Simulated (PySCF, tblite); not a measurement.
# C₅H₇O radical: geometry, infrared bands and EPR parameters

What infrared bands and EPR parameters should C₅H₇O radical (`[CH]1COC12CC2`) show?

The runs use tblite 0.8.0 and PySCF 2.14.0, with density-fitted response routines of our own; the level of theory stands in each step. All values are computed, except where a source is named. Atoms count from 0, in the outputs and in this text.

## Step 1: Starting geometry

13 atoms, charge 0, multiplicity 2; geometry from: force field or distance geometry start.

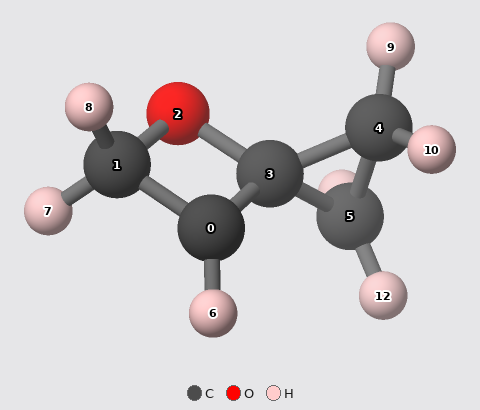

As it starts; carbon dark grey, oxygen red, hydrogen pink, atoms numbered.

## Step 2: Relaxing the molecule with GFN2-xTB

What the job is given:

```
{"job": {"kind": "relax", "xc": "GFN2-xTB", "basis": "xTB"}, "charge": 0, "multiplicity": 2}
C      0.922000    -0.172200    -0.868300
C      1.874300     0.171600     0.173500
O      0.790800     0.338500     1.112900
C     -0.119800     0.053300     0.059300
C     -1.389400     0.762900    -0.100000
C     -1.366400    -0.708400     0.278400
H      0.995300    -0.989200    -1.562200
H      2.550400    -0.643700     0.481900
H      2.439400     1.090100     0.017800
H     -1.678200     1.481000     0.656400
H     -1.713500     1.012800    -1.112000
H     -1.634200    -0.968800     1.299800
H     -1.675200    -1.427300    -0.455200
```

Started as:

```console
> OMP_NUM_THREADS=1 python probes_run.py task.json out
```

The driver reads the jobs from task.json and runs them one after another.

Output:

```text
step      E/eV     max force
  0    -495.33059    2.163
  1    -495.42336    0.967
  2    -495.45553    0.437
  3    -495.47196    0.262
  4    -495.47868    0.290
  5    -495.48886    0.226
  6    -495.49417    0.175
  7    -495.49809    0.156
  8    -495.50158    0.150
  9    -495.50543    0.154
 10    -495.50844    0.172
 11    -495.51106    0.161
 12    -495.51379    0.183
 13    -495.51623    0.160
 14    -495.51787    0.093
 15    -495.51886    0.084
 16    -495.51974    0.079
 17    -495.52084    0.092
 18    -495.52214    0.092
 19    -495.52324    0.074
 20    -495.52412    0.074
 21    -495.52504    0.070
 22    -495.52590    0.065
 23    -495.52665    0.071
 24    -495.52737    0.064
 25    -495.52811    0.074
 26    -495.52882    0.091
 27    -495.52952    0.088
 28    -495.53013    0.112
 29    -495.53057    0.055
 30    -495.53097    0.047
 31    -495.53126    0.045
 32    -495.53146    0.039
 33    -495.53158    0.023
 34    -495.53165    0.020
 35    -495.53171    0.023
 36    -495.53178    0.021
 37    -495.53184    0.016
 38    -495.53188    0.015
 39    -495.53191    0.015
 40    -495.53193    0.013
 41    -495.53194    0.013
 42    -495.53196    0.011
 43    -495.53198    0.011
 44    -495.53200    0.011
 45    -495.53201    0.010
 46    -495.53202    0.009
```

Wall time 0.15 s (1 thread of Arm Neoverse V2, shared host).

Relaxation path: (not every step is listed)

```csv
step,energy from step 0 (eV),largest force (eV/Å)
0,0.0000,2.1627
1,-0.0928,0.9673
2,-0.1249,0.4374
3,-0.1414,0.2616
4,-0.1481,0.2898
5,-0.1583,0.2256
6,-0.1636,0.1746
7,-0.1675,0.1565
8,-0.1710,0.1504
11,-0.1805,0.1608
14,-0.1873,0.0934
17,-0.1903,0.0919
20,-0.1935,0.0737
23,-0.1961,0.0710
26,-0.1982,0.0910
29,-0.2000,0.0548
32,-0.2009,0.0386
35,-0.2011,0.0234
38,-0.2013,0.0149
41,-0.2014,0.0127
42,-0.2014,0.0114
43,-0.2014,0.0108
44,-0.2014,0.0107
45,-0.2014,0.0104
46,-0.2014,0.0088
```

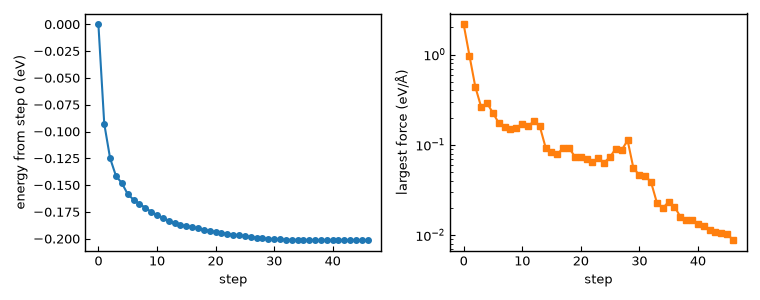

Energy and force, step by step.

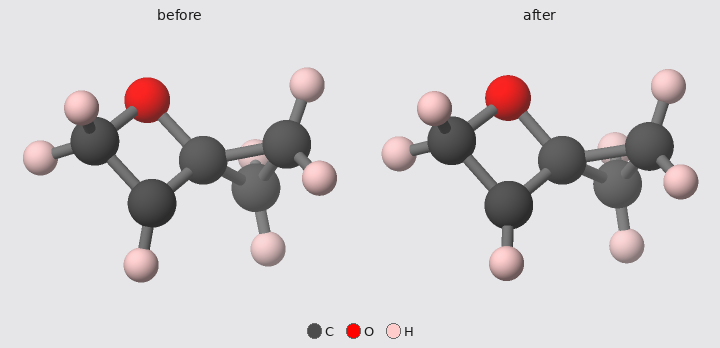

Before and after, at one scale.

Distances of close pairs at the start and the end, largest changes first:

```csv
bond,before (Å),after (Å),change (Å)
C3–C4,1.463,1.514,+0.051
C3–C5,1.477,1.517,+0.039
C0–C1,1.453,1.484,+0.031
C0–C3,1.413,1.440,+0.027
C4–C5,1.519,1.496,-0.024
C4–H10,1.092,1.079,-0.013
C5–H11,1.088,1.078,-0.009
C1–O2,1.444,1.435,-0.009
```

The end geometry stands in the next job.

## Step 3: Harmonic vibrations with GFN2-xTB

What the job is given:

```
{"job": {"kind": "ir", "xc": "GFN2-xTB", "basis": "xTB"}, "charge": 0, "multiplicity": 2}
C      0.954052    -0.240216    -0.874007
C      1.901968     0.117725     0.209798
O      0.796771     0.402019     1.080105
C     -0.113650     0.036143     0.052274
C     -1.450471     0.724027    -0.127761
C     -1.410316    -0.696835     0.337330
H      1.035112    -0.698244    -1.833372
H      2.530044    -0.691240     0.605362
H      2.528731     1.004213     0.051736
H     -1.693674     1.487458     0.593735
H     -1.763912     0.932081    -1.138863
H     -1.624391    -0.897269     1.374803
H     -1.694652    -1.479376    -0.348868
```

Output:

```text
mode    cm-1     km/mol
  1     115.2     38.84
  2     200.2      2.61
  3     278.9      2.79
  4     309.8      1.15
  5     473.4     14.12
  6     589.0      5.41
  7     792.7      1.46
  8     809.8      7.66
  9     876.4      2.01
 10     892.5      9.80
 11     921.4     14.24
 12     928.2     10.15
 13     981.7      2.87
 14    1028.1     17.83
 15    1029.9     17.34
 16    1039.8     15.62
 17    1059.6      5.29
 18    1126.2     35.36
 19    1141.1      0.01
 20    1154.0      2.28
 21    1231.7     16.85
 22    1255.4     49.10
 23    1379.9      0.38
 24    1397.9      0.33
 25    1435.2      0.58
 26    1453.7      7.84
 27    2842.3     39.44
 28    2890.5     49.38
 29    3089.1      6.23
 30    3090.8     19.32
 31    3107.1      1.51
 32    3123.7     27.57
 33    3202.4     27.42
```

Wall time 0.21 s (1 thread of Arm Neoverse V2, shared host).

The strongest bands and the atoms that carry them (share of the mass-weighted mode):

```csv
cm⁻¹,km/mol,atoms
115,38.8,H6 44 %
1126,35.4,"C4 19 %, C5 19 %, C3 18 %, O2 11 %"
1255,49.1,"C3 34 %, H8 11 %, H7 10 %"
2842,39.4,"H7 58 %, H8 33 %"
2890,49.4,"H8 60 %, H7 36 %"
3091,19.3,"H10 59 %, H12 23 %, H9 12 %"
3124,27.6,"H11 31 %, H9 31 %, H10 15 %, H12 13 %"
3202,27.4,H6 92 %
```

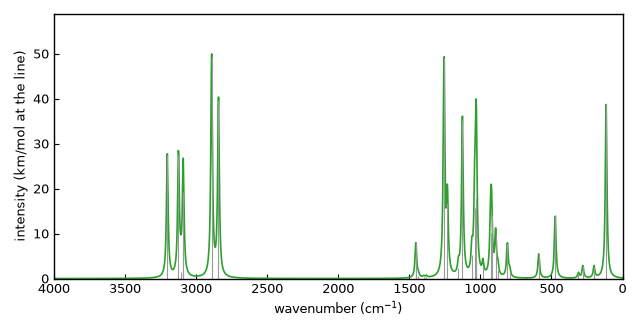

The infrared spectrum from these modes, unscaled. Lines are broadened to a width of 14 cm⁻¹ (Lorentzian).

## Step 4: EPR parameters: B3LYP/pcH-1

Same as in step 3 but for these lines:

```diff
@@ -1,2 +1,2 @@
-{"job": {"kind": "ir", "xc": "GFN2-xTB", "basis": "xTB"}, "charge": 0, "multiplicity": 2}
+{"job": {"kind": "epr", "basis": "pcH-1"}, "charge": 0, "multiplicity": 2}
 C      0.954052    -0.240216    -0.874007
```

Level: UKS B3LYP, pcH-1 on C H O, non-relativistic, mean-field spin-orbit, GIAO.

Output:

```text
UKS, coarse grid
  cycle   1  E = -269.76141897  |g| = 4.58e-01
  cycle   2  E = -269.65914910  |g| = 7.16e-01
  cycle   3  E = -269.84158700  |g| = 8.58e-02
  cycle   4  E = -269.84430108  |g| = 3.19e-02
  cycle   5  E = -269.84481095  |g| = 5.38e-03
  cycle   6  E = -269.84482947  |g| = 3.62e-03
  cycle   7  E = -269.84483690  |g| = 1.10e-03
  cycle   8  E = -269.84483831  |g| = 2.76e-04
UKS, final grid
  cycle   1  E = -269.84485080  |g| = 3.10e-04
  cycle   2  E = -269.84485077  |g| = 4.07e-04
  cycle   3  E = -269.84485085  |g| = 2.77e-05
  cycle   4  E = -269.84485085  |g| = 1.78e-05
E = -269.84485085 Eh   <S^2> = 0.7549 (exact 0.7500)
g shifts (ppm)      1          2          3
  rmc          -146       -146       -146
  gc             16         15         42
  oz_so          -4        572        887
  total        -133        441        784
hyperfine (MHz)  atom isotope    a_iso     a_fc   dipolar eigenvalues
    0   13C      90.04      90.04    -76.32    -74.37    150.69
    1   13C     -35.33     -35.33     -2.18     -0.05      2.24
    2   17O       2.74       2.74     -2.83     -0.55      3.38
    3   13C     -44.84     -44.84     -2.95     -1.62      4.58
    4   13C      46.77      46.77     -9.49     -9.43     18.92
    5   13C      46.50      46.50     -9.65     -9.56     19.22
    6    1H     -58.72     -58.72    -36.03     -0.10     36.13
    7    1H     105.47     105.47     -4.00     -3.30      7.31
    8    1H     104.76     104.76     -4.26     -3.70      7.97
    9    1H       4.57       4.57     -4.96     -1.40      6.37
   10    1H      -5.45      -5.45     -5.76     -0.81      6.57
   11    1H       5.07       5.07     -5.08     -1.32      6.40
   12    1H      -5.89      -5.89     -5.66     -0.84      6.51
```

Wall time 35 s (1 thread of Arm Neoverse V2, shared host); peak memory 0.8 GiB.

Principal g values 2.00219, 2.00276, 2.00310; g(iso) = 2.00268, against 2.00232 for a free electron.

Hyperfine couplings; where a row names several nuclei, a(iso) is their mean (it holds for fast rotation or exchange) and the dipolar term the largest among them:

```csv
nuclei,isotope,a(iso) (MHz),"a(iso) (G, at g = 2.0023)",largest dipolar term (MHz)
"H7, H8",1H,105.1,37.5,8.0
C0,13C,90.0,32.1,150.7
H6,1H,-58.7,-21.0,36.1
"C4, C5",13C,46.6,16.6,19.2
C3,13C,-44.8,-16.0,4.6
C1,13C,-35.3,-12.6,2.2
"H10, H12",1H,-5.7,-2.0,6.6
"H9, H11",1H,4.8,1.7,6.4
O2,17O,2.7,1.0,3.4
```

Mulliken spin populations:

C0 0.94; C1 -0.08; O2 0.00; C3 -0.09; C4 0.09; C5 0.09; H6 -0.03; H7 0.05; H8 0.04; H9 0.00; H10 0.00; H11 0.00; H12 0.00

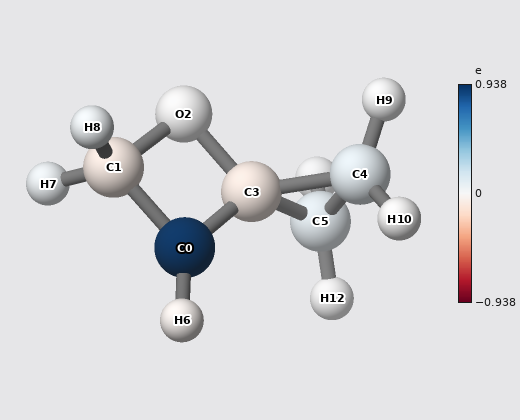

Mulliken spin populations, as colours on the atoms.

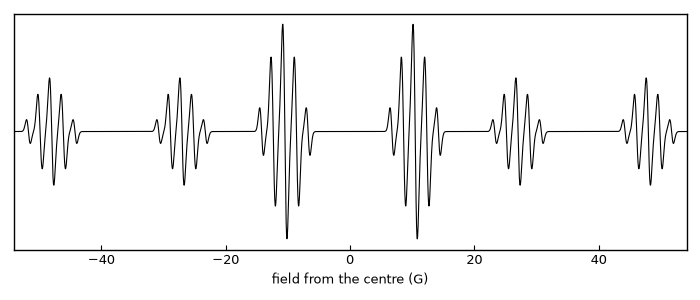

First-order isotropic spectrum (first derivative, main isotopes with spin only, couplings over 0.8 MHz, Gaussian width 0.3 G; couplings of the frozen geometry, rotation of groups not averaged beyond the rows shown).

Orbitals, density, ELF and potential are computed afterwards from the orbital file.

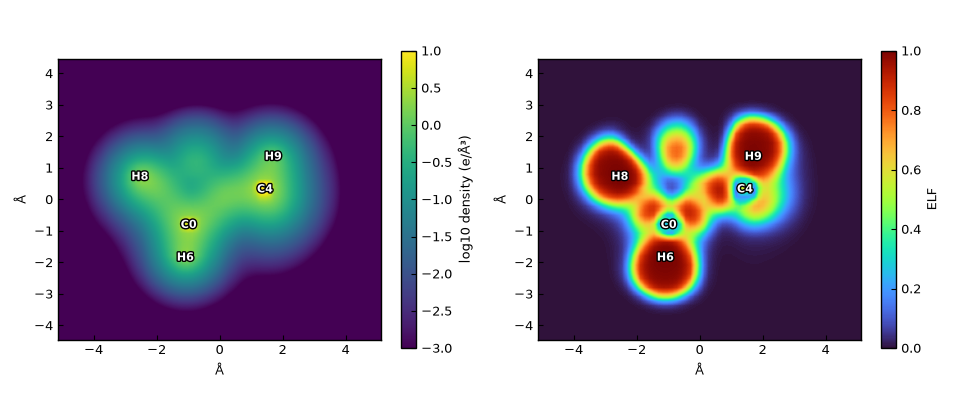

Density (left) and ELF (right) in a plane through or near 5 of the atoms.

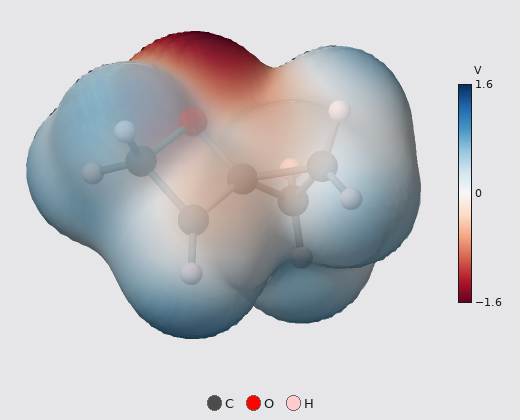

The potential that a unit positive charge feels on the 0.002 e/bohr³ surface, from -1.60 V near O2 to 0.95 V near H6.

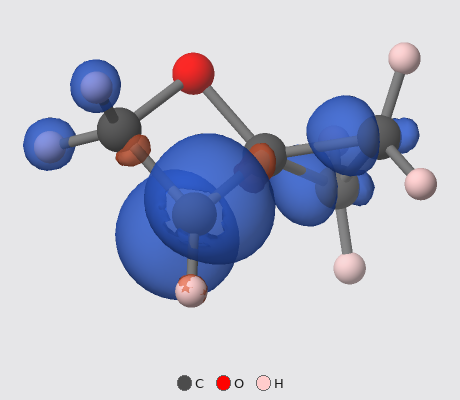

Spin density at ±0.04 e/Å³ (alpha excess blue, beta excess red).

## Step 5: Outcome

| quantity | value |
| --- | --- |
| strongest single infrared mode (GFN2-xTB) | 2890 cm⁻¹, 49 km/mol |
| zero-point energy (GFN2-xTB) | 64.7 kcal/mol |
| g(iso) (B3LYP) | 2.00268 |
| ⟨S²⟩ | 0.755 (exact 0.75) |
| largest a(iso) (averaged by class) | 1H on H7, H8, 105.1 MHz |
| surface potential, least and greatest | -1.60 V and 0.95 V |

Relaxing lowered the energy by 0.201 eV in 46 steps; the close pair that moved most is C3–C4, from 1.463 to 1.514 Å. All 33 modes are real, so the xTB geometry is a minimum. The strongest single mode, at 2890 cm⁻¹, moves mainly H8 and H7. Unscaled tight-binding wavenumbers are off by several per cent, some by more. Its intensities can rank the bands wrongly. C0 carries the largest spin population, 0.94 e. The isotropic g lies 0.4 ppt above the free-electron value.
